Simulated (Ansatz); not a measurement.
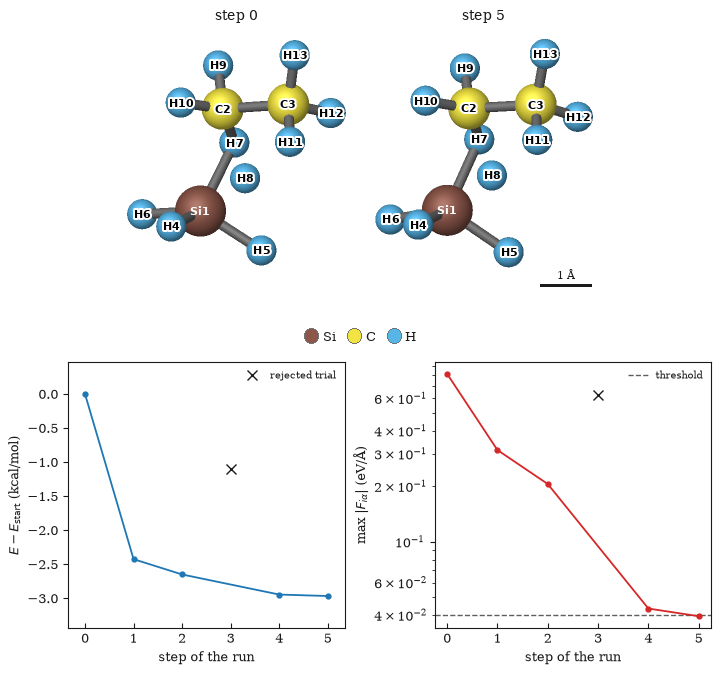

First and last geometry of a constrained relaxation of C2H10Si, with the history of the run. The picture is a ball-and-stick view, seen from a free direction.

The reaction that was planned forms Si1–H8, C2–H7 and breaks Si1–C2, H7–H8 (atoms numbered from 1 in input order).

All numbers below come from RKS PBE0-D4/def2-SVP (Ansatz 0.2.0). Settings: held fixed: the distance between atoms 1 (Si) and 8 (H), the distance between atoms 2 (C) and 7 (H), the distance between atoms 1 (Si) and 2 (C), the distance between atoms 7 (H) and 8 (H), counting from 1; force threshold 0.04 eV/Å; at most 150 steps.

Question: What do the curves and the structures tell?

Answer: It converged. Over 4 accepted moves (5 points after the start) the energy falls by 2.96 kcal/mol. Largest force component: 0.81 eV/Å at the start, 0.039 eV/Å at the end. The line search rejected the trial step at point 3 of the run. H6 moves most after the best rigid fit: 0.13 Å. Largest moves by element: H 0.13 Å, C 0.05 Å, Si 0.02 Å. Near-neighbour distances that change, for instance: Si1–H6 1.447 → 1.486 Å, Si1–H5 1.446 → 1.484 Å, Si1–H4 1.496 → 1.525 Å, Si1–H7 1.715 → 1.742 Å. Bond angles that change, for instance: H5–Si1–H6 131.3° → 122.0°, H7–C2–H9 83.1° → 74.3°, C3–C2–H10 109.7° → 112.9°. Cost: 7.5 s on 4 threads of Arm Neoverse V1, on a shared host.
